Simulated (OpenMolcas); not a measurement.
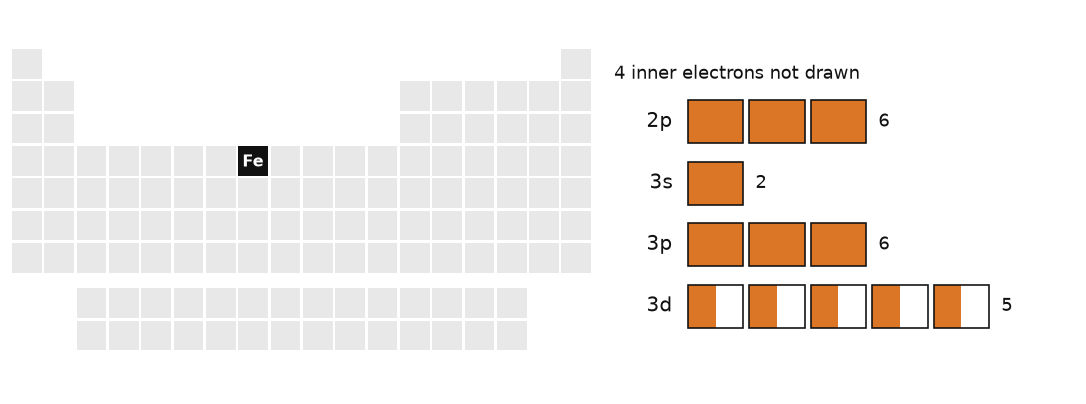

Left, the place of iron in the periodic table; right, the outer shells of the leading configuration of the lowest level: a box for each of the 2l + 1 orbitals, shaded by the share of the shell that is filled, with the electron count at the right.

## Run report: Fe³⁺ complex, multiconfigurational calculation (part 1 of 2)

- system: Fe³⁺ with 6 ligands (F; octahedron, 2.078 Å), embedded in Cs2NaYF6 by model potentials and point charges, whose field is part of the energies.
- method: state-averaged CASSCF, active space 5 electrons in the shell 3d, basis ANO-RCC-VDZP on the metal and ANO-RCC-VDZP on the ligands, DKH2 scalar Hamiltonian, spin-orbit coupling by RASSI with atomic mean-field integrals (OpenMolcas)

## The program's output (extracts)
```
--- SEWARD ---
Basis set label: FE.ANO-RCC...5S4P2D1F.

      Electronic valence basis set:
      ------------------
      Associated Effective Charge  26.000000 au
      Associated Actual Charge     26.000000 au
      Nuclear Model: Point charge

      Shell  nPrim  nBasis  Cartesian Spherical Contaminant
         s      21       5        X
         p      15       4        X
         d      10       2                 X
         f       6       1                 X
                  Relativistic Douglas-Kroll-Hess integrals:
                    - DKH order of Hamiltonian: 2
                    - DKH order of Properties : 0
                  Atomic mean-field integrals
--- RASSCF ---
Wave function specifications:
      -----------------------------

      Number of closed shell electrons          78
      Number of electrons in active shells       5
      Max number of holes in RAS1 space          0
      Max nr of electrons in RAS3 space          0
      Number of inactive orbitals               39
      Number of active orbitals                  5
      Number of secondary orbitals              98
      Spin quantum number                      2.5
      State symmetry                             1
Orbital specifications:
      -----------------------

      Symmetry species                           1   2
                                                ag  au
      Frozen orbitals                            0   0
      Inactive orbitals                         18  21
      Active orbitals                            5   0
      RAS1 orbitals                              0   0
      RAS2 orbitals                              5   0
      RAS3 orbitals                              0   0
      Secondary orbitals                        46  52
      Deleted orbitals                           0   0
      Number of basis functions                 69  73
      Number of CSFs                             1
      Number of root(s) required                 1
      Iter CI   SX   CI       RASSCF       Energy    max ROT     max BLB   max BLB  Level Ln srch  Step   QN
          iter iter root      energy       change     param      element    value   shift minimum  type update
 Nr of preliminary CI iterations:   1
      Total energies have been shifted. Add                -1000.00 au
        1   1    9    1  -868.84455528    0.00E+00  -9.28E-02   21  27 1  3.63E-01*  1.44   0.00    SX    NO
        2   1   10    1  -869.68273431   -8.38E-01* -5.73E-02    9  22 2  1.34E-01*  1.03   0.00    SX    NO
        3   1    9    1  -869.80649549   -1.24E-01* -3.11E-02   21  24 2  6.15E-02*  0.88   0.00    SX    NO
        4   1    9    1  -869.82775973   -2.13E-02* -1.62E-02   21  24 2  3.48E-02*  0.84   0.00    SX    NO
        5   1    8    1  -869.83356640   -5.81E-03* -1.72E-02   21  24 2  2.04E-02*  0.83   2.16    LS   YES
        6   1    8    1  -869.83592230   -2.36E-03* -2.81E-03    6  24 1  6.14E-03*  0.81   1.09    QN   YES
        7   1    8    1  -869.83633903   -4.17E-04* -2.00E-03    4  32 2 -5.46E-03*  0.81   1.72    LS   YES
        8   1    8    1  -869.83642782   -8.88E-05* -1.28E-03    4  32 2 -5.13E-03*  0.81   1.01    QN   YES
        9   1    7    1  -869.83648802   -6.02E-05* -9.17E-04    6  34 2  1.63E-03*  0.81   1.21    QN   YES
       10   1    7    1  -869.83649868   -1.07E-05* -2.75E-04    6  34 2  8.20E-04*  0.81   1.27    QN   YES
       11   1    6    1  -869.83650003   -1.35E-06*  3.69E-05    5  23 2 -1.40E-04*  0.81   1.17    QN   YES
       12   1    5    1  -869.83650012   -8.96E-08*  1.25E-05    6  30 1 -3.41E-05   0.81   1.14    QN   YES
       13   1    4    1  -869.83650013   -8.55E-09  -6.24E-06    6  34 2 -1.62E-05   0.81   1.10    QN   YES
      Convergence after 13 iterations
       14   1    4    1  -869.83650013   -9.55E-10  -6.24E-06    6  24 2  4.22E-06   0.81   1.10    QN   YES
      Natural orbitals and occupation numbers for root  1
      sym 1:   1.000000   1.000000   1.000000   1.000000   1.000000
::    RASSCF root number  1 Total energy:  -1869.83650013
--- RASSCF ---
Wave function specifications:
      -----------------------------

      Number of closed shell electrons          78
      Number of electrons in active shells       5
      Max number of holes in RAS1 space          0
      Max nr of electrons in RAS3 space          0
      Number of inactive orbitals               39
      Number of active orbitals                  5
      Number of secondary orbitals              98
      Spin quantum number                      1.5
      State symmetry                             1
Orbital specifications:
      -----------------------

      Symmetry species                           1   2
                                                ag  au
      Frozen orbitals                            0   0
      Inactive orbitals                         18  21
      Active orbitals                            5   0
      RAS1 orbitals                              0   0
      RAS2 orbitals                              5   0
      RAS3 orbitals                              0   0
      Secondary orbitals                        46  52
      Deleted orbitals                           0   0
      Number of basis functions                 69  73
      Number of CSFs                            24
      Number of root(s) required                24
      Iter CI   SX   CI       RASSCF       Energy    max ROT     max BLB   max BLB  Level Ln srch  Step   QN
          iter iter root      energy       change     param      element    value   shift minimum  type update
 Nr of preliminary CI iterations:   1
      Total energies have been shifted. Add                -1000.00 au
        1   1    9    0  -869.63169525    0.00E+00   1.34E-02   22  28 1 -2.46E-02*  0.82   0.00    SX    NO
        2   1    8    0  -869.63420534   -2.51E-03* -1.07E-02    7  34 2 -1.26E-02*  0.83   0.00    SX    NO
        3   1    8    0  -869.63486002   -6.55E-04* -5.60E-03   12  23 1 -5.99E-03*  0.82   0.00    SX    NO
        4   1    8    0  -869.63506883   -2.09E-04*  3.70E-03   12  23 1 -3.97E-03*  0.82   0.00    SX    NO
        5   1    7    0  -869.63514083   -7.20E-05*  5.22E-03   11  21 1  2.31E-03*  0.82   2.43    LS   YES
        6   1    7    0  -869.63517902   -3.82E-05* -2.90E-04    7  34 2  1.86E-03*  0.82   1.02    QN   YES
        7   1    7    0  -869.63518171   -2.69E-06* -1.53E-04   10  24 1 -4.25E-04*  0.82   0.93    QN   YES
        8   1    6    0  -869.63518226   -5.43E-07*  1.10E-04   10  24 1 -2.58E-04*  0.82   1.72    LS   YES
        9   1    6    0  -869.63518238   -1.27E-07* -6.09E-05   10  24 1 -1.38E-04*  0.82   1.07    QN   YES
       10   1    5    0  -869.63518242   -3.85E-08* -2.95E-05   10  24 1 -4.99E-05   0.82   1.13    QN   YES
       11   1    4    0  -869.63518243   -6.88E-09   3.55E-06    7  34 2 -9.58E-06   0.82   1.06    QN   YES
      Convergence after 11 iterations
       12   1    4    0  -869.63518243   -6.18E-10   3.55E-06   15  22 2  3.35E-06   0.82   1.06    QN   YES
      Natural orbitals and occupation numbers for root  1
      sym 1:   1.908519   1.000270   0.999726   1.000004   0.091480
      Natural orbitals and occupation numbers for root  2
      sym 1:   1.004310   1.907112   0.092807   1.001411   0.994359
      Natural orbitals and occupation numbers for root  3
      sym 1:   1.004313   1.001414   0.092809   1.907110   0.994353
::    RASSCF root number  1 Total energy:  -1869.70373296
::    RASSCF root number  2 Total energy:  -1869.70373296
::    RASSCF root number  3 Total energy:  -1869.70373296
::    RASSCF root number  4 Total energy:  -1869.68364833
::    RASSCF root number  5 Total energy:  -1869.68364833
::    RASSCF root number  6 Total energy:  -1869.68364833
::    RASSCF root number  7 Total energy:  -1869.67877910
::    RASSCF root number  8 Total energy:  -1869.67742987
::    RASSCF root number  9 Total energy:  -1869.67742987
::    RASSCF root number 10 Total energy:  -1869.64685082
::    RASSCF root number 11 Total energy:  -1869.64685082
::    RASSCF root number 12 Total energy:  -1869.64685082
::    RASSCF root number 13 Total energy:  -1869.64006154
::    RASSCF root number 14 Total energy:  -1869.64006154
::    RASSCF root number 15 Total energy:  -1869.62897642
::    RASSCF root number 16 Total energy:  -1869.62897642
::    RASSCF root number 17 Total energy:  -1869.62897642
::    RASSCF root number 18 Total energy:  -1869.57606359
::    RASSCF root number 19 Total energy:  -1869.56584195
::    RASSCF root number 20 Total energy:  -1869.56584195
::    RASSCF root number 21 Total energy:  -1869.56584195
::    RASSCF root number 22 Total energy:  -1869.55580043
::    RASSCF root number 23 Total energy:  -1869.55580043
::    RASSCF root number 24 Total energy:  -1869.55580043
--- RASSCF ---
Wave function specifications:
      -----------------------------

      Number of closed shell electrons          78
      Number of electrons in active shells       5
      Max number of holes in RAS1 space          0
      Max nr of electrons in RAS3 space          0
      Number of inactive orbitals               39
      Number of active orbitals                  5
      Number of secondary orbitals              98
      Spin quantum number                      0.5
      State symmetry                             1
Orbital specifications:
      -----------------------

      Symmetry species                           1   2
                                                ag  au
      Frozen orbitals                            0   0
      Inactive orbitals                         18  21
      Active orbitals                            5   0
      RAS1 orbitals                              0   0
      RAS2 orbitals                              5   0
      RAS3 orbitals                              0   0
      Secondary orbitals                        46  52
      Deleted orbitals                           0   0
      Number of basis functions                 69  73
      Number of CSFs                            75
      Number of root(s) required                75
      Iter CI   SX   CI       RASSCF       Energy    max ROT     max BLB   max BLB  Level Ln srch  Step   QN
          iter iter root      energy       change     param      element    value   shift minimum  type update
 Nr of preliminary CI iterations:   1
      Total energies have been shifted. Add                -1000.00 au
        1   1    8    0  -869.51662756    0.00E+00   8.93E-03   20  26 1 -1.47E-02*  0.82   0.00    SX    NO
        2   1    8    0  -869.51763768   -1.01E-03* -7.19E-03   11  21 1  7.70E-03*  0.82   0.00    SX    NO
        3   1    8    0  -869.51794194   -3.04E-04*  3.85E-03   11  21 1  4.11E-03*  0.82   0.00    SX    NO
        4   1    7    0  -869.51804872   -1.07E-04*  2.61E-03   11  21 1  2.79E-03*  0.82   0.00    SX    NO
        5   1    7    0  -869.51808842   -3.97E-05*  3.86E-03   11  21 1  1.64E-03*  0.82   2.50    LS   YES
        6   1    7    0  -869.51811180   -2.34E-05* -2.59E-04    7  34 2  1.30E-03*  0.81   1.05    QN   YES
        7   1    7    0  -869.51811330   -1.50E-06* -1.23E-04   10  24 1 -3.56E-04*  0.81   0.90    QN   YES
        8   1    6    0  -869.51811360   -3.03E-07* -7.95E-05   10  24 1 -2.27E-04*  0.81   1.65    LS   YES
        9   1    6    0  -869.51811367   -6.91E-08*  6.70E-05   10  24 1 -1.44E-04*  0.81   1.08    QN   YES
       10   1    5    0  -869.51811370   -3.05E-08* -2.81E-05   10  24 1 -5.00E-05   0.81   1.17    QN   YES
       11   1    4    0  -869.51811371   -5.22E-09   7.04E-06   10  24 1 -1.01E-05   0.81   1.07    QN   YES
      Convergence after 11 iterations
       12   1    4    0  -869.51811371   -7.14E-10   7.04E-06   13  24 2  3.35E-06   0.81   1.07    QN   YES
      Natural orbitals and occupation numbers for root  1
      sym 1:   1.819116   1.093793   0.069351   1.819116   0.198626
      Natural orbitals and occupation numbers for root  2
      sym 1:   1.819115   1.819115   0.198626   1.093793   0.069350
      Natural orbitals and occupation numbers for root  3
      sym 1:   1.093793   1.819116   0.069350   1.819115   0.198626
::    RASSCF root number  1 Total energy:  -1869.65381844
::    RASSCF root number  2 Total energy:  -1869.65381844
::    RASSCF root number  3 Total energy:  -1869.65381844
::    RASSCF root number  4 Total energy:  -1869.63211927
::    RASSCF root number  5 Total energy:  -1869.63211927
::    RASSCF root number  6 Total energy:  -1869.63211927
::    RASSCF root number  7 Total energy:  -1869.63152571
::    RASSCF root number  8 Total energy:  -1869.62431166
::    RASSCF root number  9 Total energy:  -1869.62431166
::    RASSCF root number 10 Total energy:  -1869.62431166
::    RASSCF root number 11 Total energy:  -1869.61732290
::    RASSCF root number 12 Total energy:  -1869.61732290
::    RASSCF root number 13 Total energy:  -1869.61254158
::    RASSCF root number 14 Total energy:  -1869.59775285
::    RASSCF root number 15 Total energy:  -1869.59775285
::    RASSCF root number 16 Total energy:  -1869.59775285
::    RASSCF root number 17 Total energy:  -1869.59312117
::    RASSCF root number 18 Total energy:  -1869.59312117
::    RASSCF root number 19 Total energy:  -1869.58714169
::    RASSCF root number 20 Total energy:  -1869.58714169
::    RASSCF root number 21 Total energy:  -1869.58714169
::    RASSCF root number 22 Total energy:  -1869.57324264
::    RASSCF root number 23 Total energy:  -1869.57324264
::    RASSCF root number 24 Total energy:  -1869.57324264
::    RASSCF root number 25 Total energy:  -1869.56404078
::    RASSCF root number 26 Total energy:  -1869.56404078
::    RASSCF root number 27 Total energy:  -1869.56404078
::    RASSCF root number 28 Total energy:  -1869.56079566
::    RASSCF root number 29 Total energy:  -1869.56079566
::    RASSCF root number 30 Total energy:  -1869.56054079
--- RASSI ---
SPIN-FREE ENERGIES:
  (Shifted by EMIN (a.u.) =      -1869.8365001287)

 SF State       Relative EMIN(au)   Rel lowest level(eV)    D:o, cm**(-1)

     1             0.0000000000        0.0000000000              0.0000
     2             0.1327671643        3.6127785873          29139.0244
     3             0.1327671643        3.6127785873          29139.0244
     4             0.1327671643        3.6127785873          29139.0244
     5             0.1528517944        4.1593092161          33547.0912
     6             0.1528517944        4.1593092161          33547.0912
     7             0.1528517944        4.1593092161          33547.0912
     8             0.1577210243        4.2918077109          34615.7637
     9             0.1590702592        4.3285222625          34911.8865
    10             0.1590702592        4.3285222625          34911.8865
    26             0.1826816850        4.9710218895          40093.9955
    27             0.1826816850        4.9710218895          40093.9955
    28             0.1826816850        4.9710218895          40093.9955
    11             0.1896493080        5.1606205702          41623.2120
    12             0.1896493080        5.1606205702          41623.2120
    13             0.1896493080        5.1606205702          41623.2120
    14             0.1964385885        5.3453663065          43113.2868
    15             0.1964385885        5.3453663065          43113.2868
    29             0.2043808610        5.5614865505          44856.4141
    30             0.2043808610        5.5614865505          44856.4141
    31             0.2043808610        5.5614865505          44856.4141
    32             0.2049744200        5.5776381122          44986.6853
    17             0.2075237086        5.6470077892          45546.1894
    18             0.2075237086        5.6470077892          45546.1894
    16             0.2075237086        5.6470077892          45546.1894
    33             0.2121884702        5.7739424185          46569.9863
    34             0.2121884702        5.7739424185          46569.9863
    35             0.2121884702        5.7739424185          46569.9863
    36             0.2191772324        5.9641163285          48103.8423
    37             0.2191772324        5.9641163285          48103.8423
    38             0.2239585445        6.0942224572          49153.2190
    39             0.2387472805        6.4966444636          52398.9714
    40             0.2387472805        6.4966444636          52398.9714
    41             0.2387472805        6.4966444636          52398.9714
    42             0.2433789590        6.6226788571          53415.5073
    43             0.2433789590        6.6226788571          53415.5073
    44             0.2493584427        6.7853888988          54727.8523
    45             0.2493584427        6.7853888988          54727.8523
    46             0.2493584427        6.7853888988          54727.8523
    19             0.2604365427        7.0868393570          57159.2142
Eigenvalues of complex Hamiltonian:
   -----------------------------------
  (Shifted by EMIN (a.u.) =      -1869.8365001287)

 SO State       Relative EMIN(au)   Rel lowest level(eV)    D:o, cm**(-1)

     1            -0.0001295847        0.0000000000              0.0000
     2            -0.0001295847        0.0000000000              0.0000
     3            -0.0001295793        0.0000001488              0.0012
     4            -0.0001295793        0.0000001488              0.0012
     5            -0.0001295793        0.0000001488              0.0012
     6            -0.0001295793        0.0000001488              0.0012
     7             0.1322459902        3.6021228983          29053.0805
     8             0.1322459902        3.6021228983          29053.0805
     9             0.1323641406        3.6053379360          29079.0115
    10             0.1323641406        3.6053379360          29079.0115
    11             0.1323641406        3.6053379362          29079.0115
    12             0.1323641406        3.6053379362          29079.0115
    13             0.1327458846        3.6157257203          29162.7947
    14             0.1327458846        3.6157257203          29162.7947
    15             0.1327458846        3.6157257201          29162.7947
    16             0.1327458846        3.6157257201          29162.7947
    17             0.1330461522        3.6238964158          29228.6958
    18             0.1330461522        3.6238964158          29228.6958
    19             0.1520375261        4.1406780263          33396.8206
    20             0.1520375261        4.1406780263          33396.8206
    21             0.1524149755        4.1509489494          33479.6611
    22             0.1524149755        4.1509489495          33479.6611
    23             0.1524149755        4.1509489495          33479.6611
    24             0.1524149755        4.1509489494          33479.6611
    25             0.1530685296        4.1687330616          33623.0997
    26             0.1530685296        4.1687330616          33623.0997
    27             0.1531130763        4.1699452388          33632.8765
    28             0.1531130763        4.1699452388          33632.8765
    29             0.1531130763        4.1699452391          33632.8765
    30             0.1531130763        4.1699452391          33632.8765
    31             0.1575712946        4.2912595403          34611.3424
    32             0.1575712946        4.2912595403          34611.3424
    33             0.1575712946        4.2912595403          34611.3424
    34             0.1575712946        4.2912595403          34611.3424
    35             0.1589135075        4.3277830135          34905.9240
    36             0.1589135075        4.3277830135          34905.9240
    37             0.1589398578        4.3285000408          34911.7073
    38             0.1589398578        4.3285000408          34911.7073
    39             0.1589398578        4.3285000408          34911.7073
    40             0.1589398578        4.3285000408          34911.7073
    41             0.1589748652        4.3294526421          34919.3905
Weights of the five most important spin-orbit-free states for each spin-orbit state.

 SO State  Total energy (au)           Spin-free states, spin, and weights
 -------------------------------------------------------------------------------------------------------
    1        -0.000130       1 2.5  0.9992    2 1.5  0.0001    3 1.5  0.0001    4 1.5  0.0001   18 1.5  0.0001
    2        -0.000130       1 2.5  0.9992    4 1.5  0.0001    2 1.5  0.0001    3 1.5  0.0001   17 1.5  0.0001
    3        -0.000130       1 2.5  0.9992    4 1.5  0.0002    3 1.5  0.0002   17 1.5  0.0002   16 1.5  0.0002
    4        -0.000130       1 2.5  0.9992    2 1.5  0.0002   18 1.5  0.0002    3 1.5  0.0001   16 1.5  0.0001
    5        -0.000130       1 2.5  0.9992    2 1.5  0.0002   18 1.5  0.0002    3 1.5  0.0002   16 1.5  0.0001
    6        -0.000130       1 2.5  0.9992    4 1.5  0.0002   17 1.5  0.0002    3 1.5  0.0001   16 1.5  0.0001
    7         0.132246       3 1.5  0.3312    4 1.5  0.3312    2 1.5  0.3312   28 0.5  0.0013   27 0.5  0.0013
    8         0.132246       3 1.5  0.3312    4 1.5  0.3312    2 1.5  0.3312   28 0.5  0.0013   27 0.5  0.0013
    9         0.132364       3 1.5  0.4931    4 1.5  0.4017    2 1.5  0.1012   28 0.5  0.0009   11 1.5  0.0005
   10         0.132364       3 1.5  0.5021    4 1.5  0.3894    2 1.5  0.1044   28 0.5  0.0009   11 1.5  0.0005
   11         0.132364       2 1.5  0.5628    4 1.5  0.2623    3 1.5  0.1709   26 0.5  0.0007   27 0.5  0.0006
   12         0.132364       2 1.5  0.5596    4 1.5  0.2745    3 1.5  0.1618   26 0.5  0.0007   27 0.5  0.0005
```

(Continued in part 2.) Outcome of the run: converged.
